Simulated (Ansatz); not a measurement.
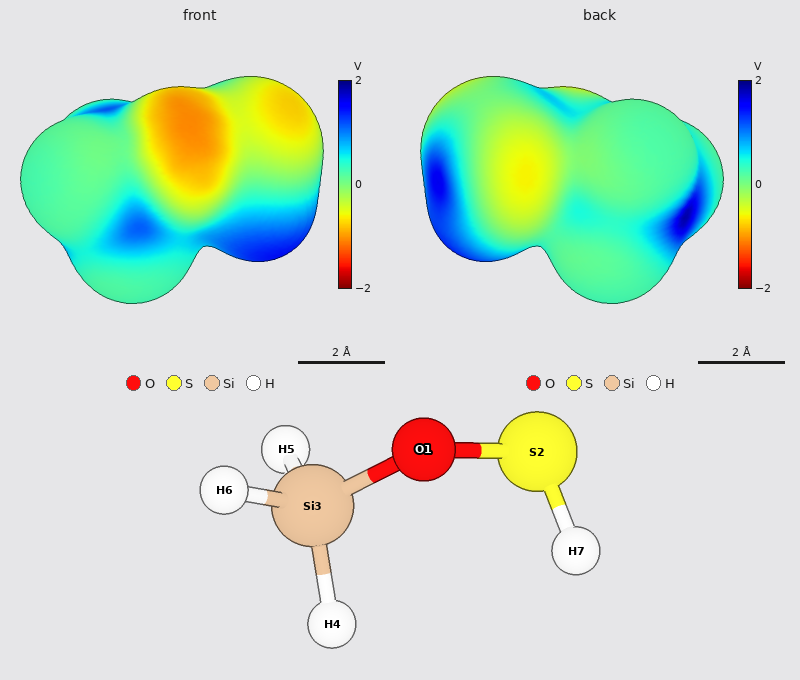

*H4OSSi (SMILES [SiH3]OS). The molecular electrostatic potential painted on the density surface at 0.002 e/bohr³, seen from the front and from behind; red is negative and blue positive. The bare structure is drawn below in the same view.*

Geometry: r2SCAN-D4/def2-TZVP.

Computed with isolated molecule in a Gaussian basis; Kohn-Sham density functional theory, functional PBE0 in Ansatz 0.2.0.

```
atom    x (Å)    y (Å)    z (Å)
   O  -0.7586  -2.7618  -0.1976
   S  -0.6990  -3.2106  -1.8079
  Si   0.1349  -1.4021   0.1921
   H  -0.3968  -0.2208  -0.5322
   H   1.5626  -1.5954  -0.1542
   H  -0.0414  -1.2457   1.6542
   H  -1.7354  -2.4655  -2.2516
```

> Where is the surface potential most negative and most positive?

The most negative region (about −1.0 V) lies over O1, the most positive (about +1.7 V) over Si3. O1 is the likeliest acceptor of a hydrogen bond.
